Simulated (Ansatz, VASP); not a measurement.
# ZnSe (Stilleite) in two plane-wave programs

Wanted: the spread between two codes on one cell, functional and k mesh. The cell is taken from a series of VASP runs on this material, whose earlier steps may have relaxed, scaled or displaced it; both programs get it as it stands. Valence electrons are named where the data sets of a main pair hold unlike numbers.

Main program and level: Ansatz 0.2.0; plane waves, with VASP 6.6.1 beside it; band structure at HSE06, spin-orbit coupling.

**1. Set-up**

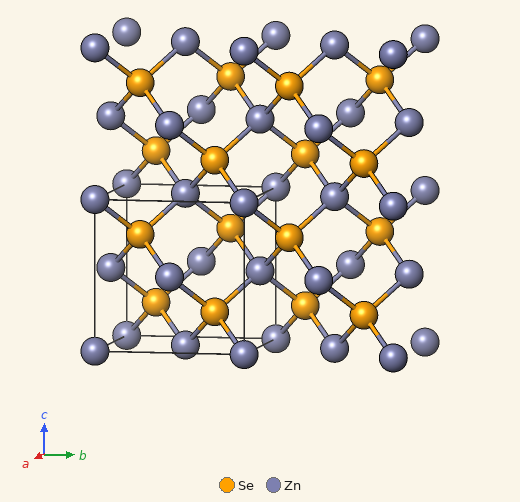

The cell as given, slightly off an axis (selenium orange, zinc blue). 1×2×2 cells are drawn. This picture shows the conventional cell, with its axes. Bonds to atoms that aren't drawn are left out. Some periodic images of atoms are drawn too.

As a file:

```xyz
2
Lattice="0.0000 2.8338 2.8338 2.8338 0.0000 2.8338 2.8338 2.8338 0.0000" Properties=species:S:1:pos:R:3 pbc="T T T"
Se    4.2507    4.2507    4.2507
Zn    0.0000    0.0000    0.0000
```

**2. VASP: band structure, HSE06, spin-orbit coupling**

The same path points are solved in both programs, so levels can be compared one by one.

Lines of VASP's logs that name or quote its potential files are left out, and so is its time.

The run reads the wave functions of an earlier VASP run, which isn't shown here.

File INCAR:

```
SYSTEM = ZnSe
PREC = Accurate
ENCUT = 350
EDIFF = 1E-06
NELM = 100
ISMEAR = 0
SIGMA = 0.03
LREAL = .FALSE.
ALGO = Normal
LHFCALC = .TRUE.
AEXX = 0.25
GGA = PE
HFSCREEN = 0.2
LASPH = .TRUE.
LNONCOLLINEAR = .TRUE.
MAGMOM = 0 0 0 0 0 0
NBANDS = 30
GGA_COMPAT = .FALSE.
LSORBIT = .TRUE.
PRECFOCK = Fast
LORBIT = 11
LWAVE = .FALSE.
LCHARG = .FALSE.
KPAR = 4
```

File POSCAR:

```
ZnSe
1.0
    0.0000000000      2.8338000000      2.8338000000
    2.8338000000      0.0000000000      2.8338000000
    2.8338000000      2.8338000000      0.0000000000
Se Zn
1 1
Direct
    0.7500000000      0.7500000000      0.7500000000
    0.0000000000      0.0000000000      0.0000000000
```

File KPOINTS:

```
Automatic mesh
0
Gamma
5 5 5
0 0 0
```

File KPOINTS_OPT:

```
Line mode
10
Line-mode
Reciprocal
  0.00000000   0.00000000   0.00000000 GAMMA
  0.50000000   0.00000000   0.50000000 X

  0.50000000   0.00000000   0.50000000 X
  0.50000000   0.25000000   0.75000000 W

  0.50000000   0.25000000   0.75000000 W
  0.37500000   0.37500000   0.75000000 K

  0.37500000   0.37500000   0.75000000 K
  0.00000000   0.00000000   0.00000000 GAMMA

  0.00000000   0.00000000   0.00000000 GAMMA
  0.50000000   0.50000000   0.50000000 L

  0.50000000   0.50000000   0.50000000 L
  0.62500000   0.25000000   0.62500000 U

  0.62500000   0.25000000   0.62500000 U
  0.50000000   0.25000000   0.75000000 W

  0.50000000   0.25000000   0.75000000 W
  0.50000000   0.50000000   0.50000000 L

  0.50000000   0.50000000   0.50000000 L
  0.37500000   0.37500000   0.75000000 K

  0.62500000   0.25000000   0.62500000 U
  0.50000000   0.00000000   0.50000000 X
```

The projector-augmented-wave data sets are Se and Zn (PBE family, release 64).

Command:

```sh
> mpirun -np 4 vasp_ncl
```

Numbers of over 12 decimals in the logs are rounded to 6 here.

The log of the run:

```text
[banner, memory and clock lines left out]
running    4 mpi-ranks, on    1 nodes
 distrk:  each k-point on    1 cores,    4 groups
 distr:  one band on    1 cores,    1 groups

 POSCAR found type information on POSCAR SeZn
 POSCAR found :  2 types and       2 ions
 LDA part: xc-table for (Slater+PW92), standard interpolation
 found WAVECAR, reading the header
 POSCAR, INCAR and KPOINTS ok, starting setup
 FFT: planning ... GRIDC
 FFT: planning ... GRID_SOFT
 FFT: planning ... GRID
 reading WAVECAR
 the WAVECAR file was read successfully
 initial charge from wavefunction
 entering main loop
       N       E                     dE             d eps       ncg     rms          rms(c)
DAV:   1    -0.749449072136E+01   -0.74945E+01   -0.12538E+00  1058   0.298E+01    0.281E+00
DAV:   2    -0.745213701258E+01    0.42354E-01   -0.31215E-01  1010   0.107E+01    0.138E+00
DAV:   3    -0.745074943372E+01    0.13876E-02   -0.33106E-02  1084   0.286E+00    0.841E-01
DAV:   4    -0.745000285098E+01    0.74658E-03   -0.34238E-03   930   0.763E-01    0.501E-01
DAV:   5    -0.744978206227E+01    0.22079E-03   -0.51256E-04   986   0.200E-01    0.290E-01
DAV:   6    -0.744972432069E+01    0.57742E-04   -0.10264E-04   948   0.104E-01    0.162E-01
DAV:   7    -0.744969924741E+01    0.25073E-04   -0.97874E-06   936   0.250E-02    0.873E-02
DAV:   8    -0.744969113140E+01    0.81160E-05   -0.47146E-06   930   0.160E-02    0.455E-02
DAV:   9    -0.744968903733E+01    0.20941E-05   -0.16792E-06   924   0.974E-03    0.234E-02
DAV:  10    -0.744968857182E+01    0.46551E-06   -0.53707E-07   712   0.584E-03
   1 F= -.74496886E+01 E0= -.74496886E+01  d E =-.769887E-26  mag=     0.0000    -0.0000     0.0000
 Start KPOINTS_OPT (optional k-point list driver)
k-point batch [1-14\100]
       N       E                     dE             ncg
DAV:   1     0.441982735972E+03   -0.38569E+04      840
DAV:   2    -0.126323073673E+04   -0.17052E+04      848
DAV:   3    -0.143370463660E+04   -0.17047E+03     1002
DAV:   4    -0.143808409192E+04   -0.43795E+01     1002
DAV:   5    -0.143812309477E+04   -0.39003E-01     1032
DAV:   6    -0.143812338338E+04   -0.28861E-03     1004
DAV:   7    -0.143812338617E+04   -0.27883E-05      932
DAV:   8    -0.143812338624E+04   -0.71129E-07      762
[...]
k-point batch [99-100\100]
       N       E                     dE             ncg
DAV:   1     0.629988221819E+04   -0.10564E+04      120
DAV:   2     0.604857908773E+04   -0.25130E+03      120
DAV:   3     0.602444761664E+04   -0.24131E+02      154
DAV:   4     0.602388828842E+04   -0.55933E+00      154
DAV:   5     0.602388382653E+04   -0.44619E-02      160
DAV:   6     0.602388379159E+04   -0.34939E-04      152
DAV:   7     0.602388379131E+04   -0.28326E-06      136
```

Parts of OUTCAR (step 2):

```text
ion  position               nearest neighbor table
   1  0.750  0.750  0.750-   2 2.45   2 2.45   2 2.45   2 2.45
   2  0.000  0.000  0.000-   1 2.45   1 2.45   1 2.45   1 2.45

  LATTYP: Found a face centered cubic cell.
 ALAT       =     5.6676000000

 Subroutine GETGRP returns: Found 24 space group operations
 (whereof 24 operations were pure point group operations)

The static configuration has the point symmetry T_d .

 Found     14 irreducible k-points:

   k-points           NKPTS =     14   k-points in BZ     NKDIM =    125   number of bands    NBANDS=     30

   dimension x,y,z NGX =    24 NGY =   24 NGZ =   24
   dimension x,y,z NGXF=    48 NGYF=   48 NGZF=   48

   ENCUT  =  350.0 eV  25.72 Ry    5.07 a.u.   6.11  6.11  6.11*2*pi/ulx,y,z

   NELECT =      18.0000    total number of electrons

 k-points in reciprocal lattice and weights: Automatic mesh
   0.00000000  0.00000000  0.00000000       0.008
   0.20000000  0.00000000  0.00000000       0.032
  -0.20000000  0.00000000  0.00000000       0.032
   0.40000000  0.00000000  0.00000000       0.032
  -0.40000000  0.00000000  0.00000000       0.032
   0.20000000  0.20000000  0.00000000       0.048
   0.40000000  0.20000000  0.00000000       0.096
  -0.40000000 -0.20000000  0.00000000       0.096
  -0.40000000  0.20000000  0.00000000       0.096
[...]
-0.40000000  0.40000000  0.00000000       0.096
  -0.40000000  0.40000000  0.20000000       0.192

  exchange ACFDT corr.  =         0.00000000  see jH, gK, PRB 81, 115126

 average (electrostatic) potential at core
       1 -52.2283       2 -29.5495

 E-fermi :   1.3111

 k-point     1 :       0.0000    0.0000    0.0000
  band No.  band energies     occupation
    ...
     14       0.6716      1.00000
     15       1.0950      1.00000
     16       1.0950      1.00000
     17       1.0950      1.00000
     18       1.0950      1.00000
     19       3.3800      0.00000
     20       3.3800      0.00000
     21       7.8221      0.00000
     22       7.8221      0.00000
     23       7.9627      0.00000
    ...

 k-point     2 :       0.2000    0.0000    0.0000
  band No.  band energies     occupation
    ...
     14      -1.5241      1.00000
     15       0.4679      1.00000
     16       0.4679      1.00000
     17       0.7263      1.00000
     18       0.7370      1.00000
     19       4.7719      0.00000
     20       4.7719      0.00000
     21       8.1996      0.00000
     22       8.1997      0.00000
     23       8.4110      0.00000
    ...

 k-point     3 :      -0.2000    0.0000    0.0000
  band No.  band energies     occupation
    ...
     14      -1.5241      1.00000
     15       0.4679      1.00000
     16       0.4679      1.00000
     17       0.7263      1.00000
     18       0.7370      1.00000
     19       4.7719      0.00000
     20       4.7719      0.00000
     21       8.1996      0.00000
     22       8.1997      0.00000
     23       8.4110      0.00000
    ...

  energy-cutoff  :      350.00
  volume of cell :       45.51
      direct lattice vectors                 reciprocal lattice vectors
     0.000000000  2.833800000  2.833800000    -0.176441527  0.176441527  0.176441527
     2.833800000  0.000000000  2.833800000     0.176441527 -0.176441527  0.176441527
     2.833800000  2.833800000  0.000000000     0.176441527  0.176441527 -0.176441527

 POSITION                                       TOTAL-FORCE (eV/Angst)
 -----------------------------------------------------------------------------------
      4.25070      4.25070      4.25070         0.000000      0.000000      0.000000
      0.00000      0.00000      0.00000        -0.000000     -0.000000     -0.000000
 -----------------------------------------------------------------------------------
    total drift:                                0.000011     -0.000005      0.000001

  FREE ENERGIE OF THE ION-ELECTRON SYSTEM (eV)
  ---------------------------------------------------
  free  energy   TOTEN  =        -7.4496885718 eV

  energy  without entropy=       -7.4496885718  energy(sigma->0) =       -7.44968857

 Spin-Orbit-Coupling matrix elements
 Ion:    1  E_soc:     -0.0346048
 Ion:    2  E_soc:     -0.0077348

 total charge
# of ion       s       p       d       tot
------------------------------------------
    1        1.442   2.498   0.027   3.967
    2        0.495   0.441   9.818  10.754
--------------------------------------------------
tot          1.937   2.939   9.845  14.721

 magnetization (x)
# of ion       s       p       d       tot
------------------------------------------
    1        0.000  -0.000   0.000   0.000
    2       -0.000   0.000   0.000  -0.000
--------------------------------------------------
tot         -0.000   0.000   0.000  -0.000

 magnetization (y)
# of ion       s       p       d       tot
------------------------------------------
    1        0.000   0.000  -0.000  -0.000
    2        0.000   0.000  -0.000   0.000
--------------------------------------------------
tot          0.000   0.000  -0.000   0.000

 magnetization (z)
# of ion       s       p       d       tot
------------------------------------------
    1        0.000   0.000  -0.000   0.000
    2       -0.000   0.000  -0.000  -0.000
--------------------------------------------------
tot         -0.000   0.000  -0.000  -0.000

[... 3 further parts left out ...]
```

The k-mesh is coarse for exact exchange; levels may shift by about 0.1 eV on a finer one.

(Part 1 of 2 ends here.)

[Lines on the potential files, build, host, timing and source positions are cut from VASP's logs without a mark.]

[Logs are printed without paths, hosts, clocks, repeated set-up lines and the standing remarks that a program may print on its own settings, such as how far it seeks lower states.]

[Hosts, paths, dates, database ids (printed as entryN), source tags and the programs' standing remarks are cut or masked in the printed files.]
